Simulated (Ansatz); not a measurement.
## Electronic structure of C2H5NSi in real space

Input

```
crystal:
  periodic: [false, false, false]
  atoms:
    - {symbol: Si, position_ang: [0.431831, 1.051844, -0.959372]}
    - {symbol: C, position_ang: [-0.171444, -0.162938, 0.266980]}
    - {symbol: C, position_ang: [-0.755336, -0.652594, 1.295033]}
    - {symbol: N, position_ang: [-0.399758, -1.701840, 0.349808]}
    - {symbol: H, position_ang: [1.887546, 0.847962, -1.172031]}
    - {symbol: H, position_ang: [0.183130, 2.419981, -0.441825]}
    - {symbol: H, position_ang: [-0.277919, 0.846547, -2.246842]}
    - {symbol: H, position_ang: [-1.286491, -0.567355, 2.227565]}
    - {symbol: H, position_ang: [0.476941, -2.127910, 0.663584]}
basis:
  gaussian: {orbitals: def2-TZVPP}
hamiltonian: {xc: pbe0, dispersion: d4}
output: {orbitals: {seedname: orbitals}}
```

Run with:

```sh
ansatz run in.yaml --threads 2 --pin off --events-out ev --progress --plain --max-ram 4352MiB
```

Geometry: PBE0-D4/def2-TZVP.

These are results of Ansatz, RKS PBE0-D4/def2-TZVPP, not measurements.

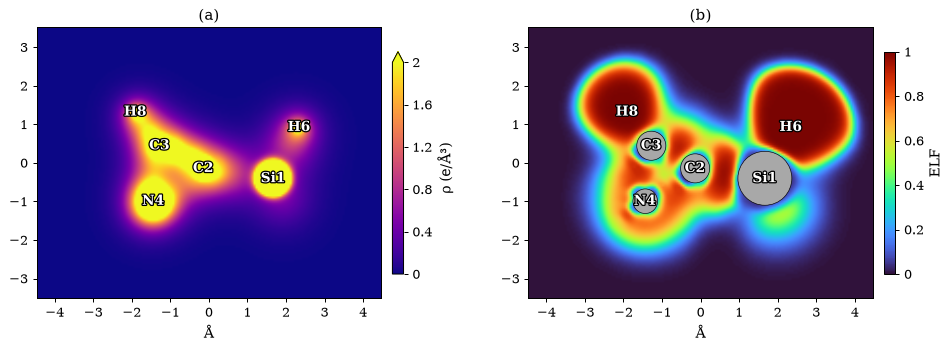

Figure 1. (a) electron density; (b) ELF on the plane of atoms C2, C3 and H8. Grey discs cover the atomic cores in the ELF map.

> Interpret the plot.

Atoms in the plane: Si, C, N and H. C–C (1.28 Å): ρ is about 2.5 e/Å³ halfway; the ELF peaks at about 0.85 between the atoms; a multiple bond. C–N (1.46 Å): the density is about 1.8 e/Å³ at the midpoint; the ELF peaks at about 0.80 between the atoms (a shared electron pair). C–Si (1.83 Å): ρ at the midpoint is about 0.98 e/Å³; the ELF peaks at about 0.95 between the atoms: a shared electron pair. C–N (1.56 Å): the density is about 1.5 e/Å³ at the midpoint; the ELF peaks at about 0.80 between the atoms; a shared electron pair. C–H (1.08 Å): the density is about 2.1 e/Å³ at the midpoint; the ELF climbs to about 1 towards the hydrogen, as it does in any bond to H; an ordinary covalent bond to hydrogen.

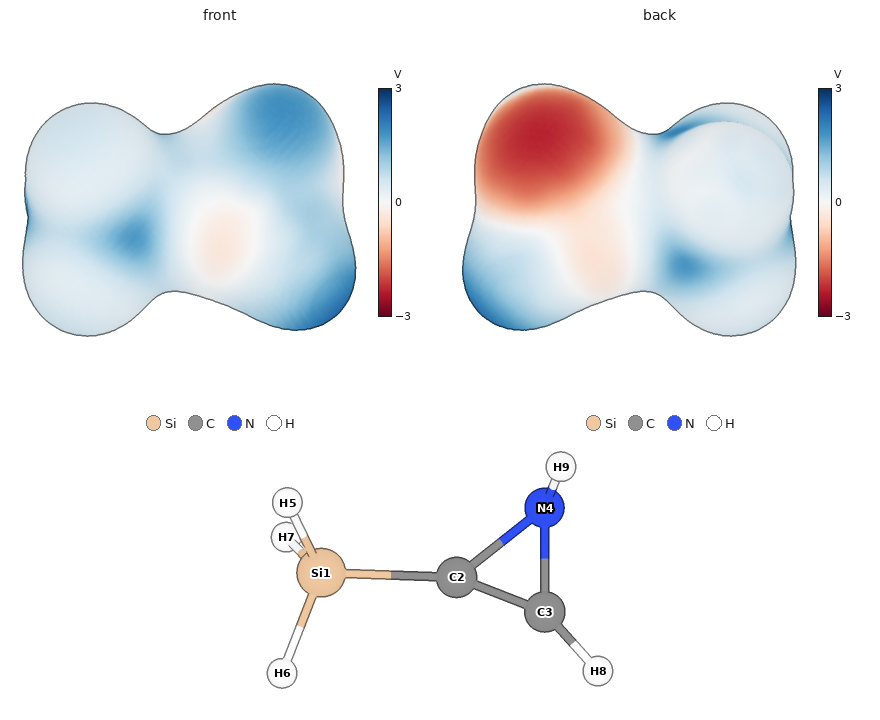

Figure 2. The molecular electrostatic potential painted on the density surface at 0.004 e/bohr³, seen from the front and from behind; red is negative and blue positive. The bare structure is drawn below in the same view.

> Where is the surface potential most negative and most positive?

The most negative region (about −2.3 V) lies over N4, the most positive (about +2.2 V) over Si1 and H8. N4 is the likeliest acceptor of a hydrogen bond.

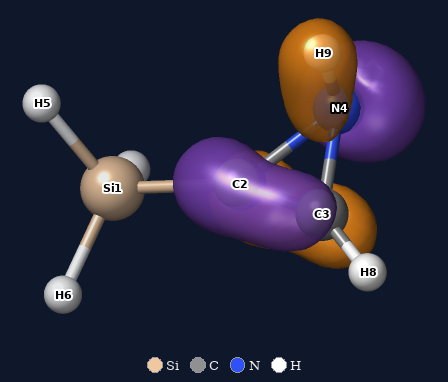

Figure 3. The HOMO at ±0.2 Å⁻³ᐟ² (orange and purple are the two phases), seen at an oblique angle.

> Where does this orbital lie, and at what energy?

It lies mainly on N4 (about 45 %), C2 (about 25 %), C3 (about 20 %) and H9 (about 5 %). Its energy is −6.20 eV.

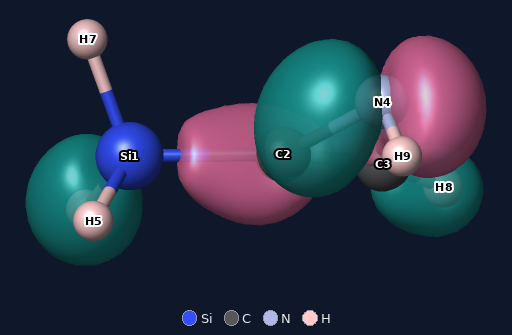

Figure 4. The HOMO−1 at ±0.15 Å⁻³ᐟ² (teal and pink are the two phases), seen from one side.

> What is the character of this orbital?

By Hirshfeld shares it lies mainly on N4 (about 40 %), C2 (about 20 %), Si1 (about 10 %), C3 (about 10 %) and H6 (about 10 %). Its energy is −8.94 eV.
